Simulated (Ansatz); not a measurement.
Molecular dynamics, with input and output: CF6Ge (part 2 of 2)

CF6Ge, SMILES F[C](F)(F)[Ge]([F])([F])[F]; RKS r2SCAN-d3bj/def2-SVP (Ansatz 0.2.0). The geometry comes from this level: PBE0-D4/def2-TZVP.

Geometry of the input (Å):
```
F  0.8016  -1.0346  1.4737
C  0.7934  -0.6895  0.1880
F  0.6428  -1.7923  -0.5425
F  1.9717  -0.1458  -0.1091
Ge -0.6889  0.6041  -0.1816
F  -0.5118  2.0207  0.7461
F  -0.7126  1.0566  -1.8227
F  -2.2040  -0.0764  0.1923
```

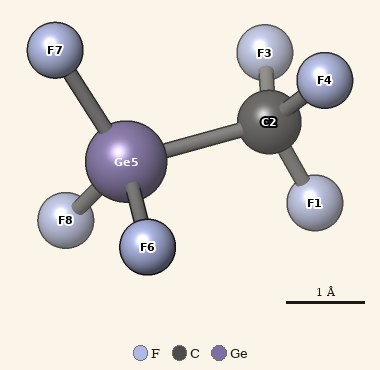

The geometry at step 12 of the log (ball-and-stick view, seen at a tilt; atoms are numbered from 1 in the order of the input).

### Trajectory as extended XYZ, continued
```
8
Properties=species:S:1:pos:R:3:forces:R:3 step=4 time_fs=4.0 energy=-73831.09839 temperature=853.0
F     0.7613   -1.0576    1.4586    0.3257   0.0372   1.3799
C     0.8092   -0.6843    0.2057   -1.2191   0.7687  -0.8828
F     0.6609   -1.7691   -0.5231   -0.1289  -0.9460  -0.8936
F     1.9693   -0.1338   -0.1011    0.6986   0.3123   0.2230
Ge   -0.7011    0.6078   -0.1835    1.5463  -0.3857  -1.4685
F    -0.4699    1.9965    0.7496   -0.0365   0.8069   0.4088
F    -0.7221    1.0632   -1.8737   -0.0912  -0.2276   1.0295
F    -2.1749   -0.0883    0.2237   -1.0949  -0.3657   0.2038
8
Properties=species:S:1:pos:R:3:forces:R:3 step=5 time_fs=5.0 energy=-73831.05490 temperature=797.3
F     0.7516   -1.0633    1.4562    0.3912   0.0891   1.5402
C     0.8111   -0.6818    0.2087   -1.3525   0.8221  -0.9942
F     0.6653   -1.7643   -0.5191   -0.1380  -1.0740  -1.0478
F     1.9694   -0.1305   -0.0989    0.7502   0.3307   0.2981
Ge   -0.7038    0.6086   -0.1844    1.7370  -0.3582  -1.7563
F    -0.4594    1.9914    0.7509   -0.0504   0.8864   0.4380
F    -0.7246    1.0646   -1.8855   -0.1067  -0.2892   1.2931
F    -2.1688   -0.0916    0.2318   -1.2308  -0.4069   0.2289
8
Properties=species:S:1:pos:R:3:forces:R:3 step=6 time_fs=6.0 energy=-73831.01390 temperature=744.8
F     0.7420   -1.0690    1.4547    0.4430   0.1642   1.6237
C     0.8120   -0.6785    0.2109   -1.4194   0.8176  -1.0464
F     0.6696   -1.7600   -0.5157   -0.1475  -1.1629  -1.1805
F     1.9700   -0.1269   -0.0965    0.7588   0.3388   0.3718
Ge   -0.7062    0.6094   -0.1855    1.8816  -0.3203  -1.9917
F    -0.4490    1.9867    0.7525   -0.0653   0.9399   0.4518
F    -0.7271    1.0659   -1.8967   -0.1205  -0.3427   1.5250
F    -2.1634   -0.0952    0.2400   -1.3307  -0.4345   0.2464
8
Properties=species:S:1:pos:R:3:forces:R:3 step=7 time_fs=7.0 energy=-73830.97839 temperature=699.3
F     0.7326   -1.0746    1.4539    0.4817   0.2630   1.6261
C     0.8117   -0.6746    0.2123   -1.4183   0.7521  -1.0382
F     0.6738   -1.7564   -0.5129   -0.1573  -1.2090  -1.2876
F     1.9709   -0.1232   -0.0940    0.7222   0.3356   0.4432
Ge   -0.7083    0.6101   -0.1868    1.9764  -0.2728  -2.1728
F    -0.4386    1.9825    0.7543   -0.0819   0.9660   0.4489
F    -0.7297    1.0670   -1.9071   -0.1324  -0.3888   1.7261
F    -2.1586   -0.0990    0.2483   -1.3905  -0.4461   0.2543
8
Properties=species:S:1:pos:R:3:forces:R:3 step=8 time_fs=8.0 energy=-73830.94998 temperature=662.8
F     0.7235   -1.0801    1.4540    0.5082   0.3838   1.5498
C     0.8103   -0.6701    0.2128   -1.3505   0.6265  -0.9740
F     0.6780   -1.7533   -0.5107   -0.1674  -1.2109  -1.3658
F     1.9722   -0.1194   -0.0912    0.6410   0.3211   0.5112
Ge   -0.7102    0.6107   -0.1885    2.0197  -0.2173  -2.2989
F    -0.4283    1.9787    0.7563   -0.1007   0.9645   0.4288
F    -0.7323    1.0679   -1.9166   -0.1422  -0.4277   1.8978
F    -2.1545   -0.1030    0.2567   -1.4081  -0.4400   0.2511
8
Properties=species:S:1:pos:R:3:forces:R:3 step=9 time_fs=9.0 energy=-73830.92886 temperature=635.7
F     0.7147   -1.0854    1.4549    0.5236   0.5226   1.4037
C     0.8078   -0.6651    0.2126   -1.2198   0.4456  -0.8630
F     0.6820   -1.7509   -0.5092   -0.1778  -1.1695  -1.4134
F     1.9738   -0.1153   -0.0882    0.5181   0.2957   0.5747
Ge   -0.7118    0.6113   -0.1904    2.0118  -0.1556  -2.3706
F    -0.4180    1.9755    0.7585   -0.1225   0.9365   0.3918
F    -0.7351    1.0686   -1.9251   -0.1500  -0.4599   2.0411
F    -2.1511   -0.1072    0.2653   -1.3834  -0.4154   0.2355
8
Properties=species:S:1:pos:R:3:forces:R:3 step=10 time_fs=10.0 energy=-73830.91405 temperature=616.6
F     0.7061   -1.0904    1.4565    0.5289   0.6733   1.2009
C     0.8043   -0.6597    0.2117   -1.0327   0.2181  -0.7169
F     0.6860   -1.7490   -0.5085   -0.1887  -1.0882  -1.4303
F     1.9757   -0.1111   -0.0849    0.3590   0.2605   0.6325
Ge   -0.7132    0.6120   -0.1927    1.9552  -0.0900  -2.3892
F    -0.4078    1.9727    0.7609   -0.1473   0.8842   0.3390
F    -0.7379    1.0691   -1.9327   -0.1561  -0.4854   2.1569
F    -2.1484   -0.1116    0.2740   -1.3184  -0.3725   0.2072
8
Properties=species:S:1:pos:R:3:forces:R:3 step=11 time_fs=11.0 energy=-73830.90383 temperature=603.6
F     0.6978   -1.0951    1.4587    0.5253   0.8289   0.9570
C     0.8000   -0.6542    0.2102   -0.7983  -0.0443  -0.5488
F     0.6899   -1.7477   -0.5085   -0.1999  -0.9728  -1.4181
F     1.9777   -0.1068   -0.0812    0.1710   0.2169   0.6834
Ge   -0.7143    0.6126   -0.1953    1.8549  -0.0229  -2.3573
F    -0.3976    1.9704    0.7635   -0.1755   0.8107   0.2718
F    -0.7407    1.0693   -1.9391   -0.1606  -0.5043   2.2456
F    -2.1464   -0.1163    0.2828   -1.2169  -0.3121   0.1663
8
Properties=species:S:1:pos:R:3:forces:R:3 step=12 time_fs=12.0 energy=-73830.89630 temperature=594.0
F     0.6898   -1.0993    1.4614    0.5144   0.9819   0.6881
C     0.7950   -0.6487    0.2082   -0.5285  -0.3271  -0.3708
F     0.6936   -1.7469   -0.5091   -0.2112  -0.8310  -1.3795
F     1.9799   -0.1024   -0.0772   -0.0371   0.1666   0.7265
Ge   -0.7151    0.6132   -0.1982    1.7175   0.0429  -2.2777
F    -0.3875    1.9685    0.7663   -0.2068   0.7196   0.1924
F    -0.7437    1.0693   -1.9444   -0.1639  -0.5165   2.3075
F    -2.1450   -0.1211    0.2917   -1.0844  -0.2363   0.1137
8
Properties=species:S:1:pos:R:3:forces:R:3 step=13 time_fs=13.0 energy=-73830.88983 temperature=586.0
F     0.6820   -1.1031    1.4644    0.4979   1.1255   0.4089
C     0.7896   -0.6434    0.2060   -0.2371  -0.6148  -0.1932
F     0.6973   -1.7466   -0.5105   -0.2222  -0.6718  -1.3188
F     1.9820   -0.0979   -0.0729   -0.2553   0.1111   0.7610
Ge   -0.7157    0.6138   -0.2014    1.5513   0.1041  -2.1539
F    -0.3775    1.9669    0.7691   -0.2411   0.6151   0.1032
F    -0.7468    1.0690   -1.9485   -0.1664  -0.5218   2.3424
F    -2.1442   -0.1260    0.3006   -0.9272  -0.1475   0.0505
8
Properties=species:S:1:pos:R:3:forces:R:3 step=14 time_fs=14.0 energy=-73830.88340 temperature=578.0
F     0.6744   -1.1063    1.4677    0.4779   1.2534   0.1319
C     0.7840   -0.6387    0.2036    0.0604  -0.8909  -0.0242
F     0.7009   -1.7465   -0.5126   -0.2320  -0.5048  -1.2404
F     1.9840   -0.0933   -0.0681   -0.4737   0.0521   0.7864
Ge   -0.7161    0.6144   -0.2049    1.3658   0.1575  -1.9890
F    -0.3677    1.9657    0.7720   -0.2779   0.5013   0.0069
F    -0.7499    1.0684   -1.9515   -0.1685  -0.5198   2.3499
F    -2.1438   -0.1310    0.3096   -0.7521  -0.0487  -0.0215
8
Properties=species:S:1:pos:R:3:forces:R:3 step=15 time_fs=15.0 energy=-73830.87676 temperature=569.9
F     0.6671   -1.1088    1.4710    0.4568   1.3607  -0.1325
C     0.7785   -0.6347    0.2012    0.3478  -1.1398   0.1302
F     0.7043   -1.7467   -0.5153   -0.2394  -0.3397  -1.1491
F     1.9857   -0.0887   -0.0630   -0.6829  -0.0095   0.8027
Ge   -0.7164    0.6150   -0.2086    1.1709   0.1993  -1.7864
F    -0.3580    1.9647    0.7749   -0.3165   0.3823  -0.0940
F    -0.7531    1.0676   -1.9532   -0.1706  -0.5102   2.3293
F    -2.1438   -0.1360    0.3186   -0.5662   0.0570  -0.1002
8
Properties=species:S:1:pos:R:3:forces:R:3 step=16 time_fs=16.0 energy=-73830.87038 temperature=562.3
F     0.6601   -1.1107    1.4742    0.4368   1.4434  -0.3769
C     0.7733   -0.6315    0.1988    0.6095  -1.3471   0.2657
F     0.7076   -1.7471   -0.5186   -0.2431  -0.1852  -1.0495
F     1.9871   -0.0841   -0.0574   -0.8743  -0.0728   0.8103
Ge   -0.7164    0.6157   -0.2126    0.9765   0.2257  -1.5488
F    -0.3484    1.9639    0.7777   -0.3564   0.2620  -0.1969
F    -0.7564    1.0665   -1.9538   -0.1732  -0.4926   2.2797
F    -2.1441   -0.1410    0.3275   -0.3758   0.1666  -0.1837
8
Properties=species:S:1:pos:R:3:forces:R:3 step=17 time_fs=17.0 energy=-73830.86521 temperature=556.2
F     0.6532   -1.1118    1.4773    0.4198   1.4991  -0.5959
C     0.7685   -0.6295    0.1967    0.8313  -1.5005   0.3794
F     0.7108   -1.7476   -0.5224   -0.2418  -0.0488  -0.9455
F     1.9881   -0.0795   -0.0515   -1.0409  -0.1370   0.8097
Ge   -0.7164    0.6164   -0.2168    0.7919   0.2331  -1.2788
F    -0.3390    1.9633    0.7805   -0.3968   0.1437  -0.2994
F    -0.7598    1.0651   -1.9532   -0.1766  -0.4667   2.2001
F    -2.1446   -0.1459    0.3363   -0.1869   0.2772  -0.2697
8
Properties=species:S:1:pos:R:3:forces:R:3 step=18 time_fs=18.0 energy=-73830.86237 temperature=553.2
F     0.6466   -1.1122    1.4800    0.4074   1.5262  -0.7855
C     0.7644   -0.6286    0.1949    1.0017  -1.5907   0.4690
F     0.7139   -1.7481   -0.5267   -0.2341   0.0638  -0.8406
F     1.9885   -0.0750   -0.0451   -1.1772  -0.2018   0.8016
Ge   -0.7162    0.6171   -0.2212    0.6249   0.2180  -0.9784
F    -0.3298    1.9627    0.7831   -0.4370   0.0305  -0.3993
F    -0.7633    1.0636   -1.9515   -0.1813  -0.4321   2.0893
F    -2.1452   -0.1507    0.3450   -0.0045   0.3861  -0.3562
8
Properties=species:S:1:pos:R:3:forces:R:3 step=19 time_fs=19.0 energy=-73830.86277 temperature=554.4
F     0.6401   -1.1118    1.4824    0.4008   1.5240  -0.9432
C     0.7611   -0.6291    0.1935    1.1120  -1.6113   0.5332
F     0.7169   -1.7486   -0.5314   -0.2189   0.1483  -0.7374
F     1.9884   -0.0706   -0.0383   -1.2792  -0.2666   0.7869
Ge   -0.7160    0.6179   -0.2257    0.4822   0.1780  -0.6496
F    -0.3209    1.9621    0.7855   -0.4763  -0.0752  -0.4948
F    -0.7669    1.0618   -1.9487   -0.1876  -0.3883   1.9462
F    -2.1458   -0.1552    0.3535    0.1671   0.4911  -0.4413
8
Properties=species:S:1:pos:R:3:forces:R:3 step=20 time_fs=20.0 energy=-73830.86683 temperature=560.3
F     0.6339   -1.1106    1.4843    0.4004   1.4927  -1.0671
C     0.7587   -0.6308    0.1925    1.1575  -1.5600   0.5707
F     0.7197   -1.7490   -0.5365   -0.1956   0.2026  -0.6380
F     1.9876   -0.0664   -0.0311   -1.3446  -0.3308   0.7665
Ge   -0.7157    0.6186   -0.2303    0.3678   0.1116  -0.2943
F    -0.3121    1.9615    0.7876   -0.5141  -0.1713  -0.5841
F    -0.7706    1.0598   -1.9449   -0.1961  -0.3350   1.7697
F    -2.1463   -0.1596    0.3618    0.3247   0.5902  -0.5233
```
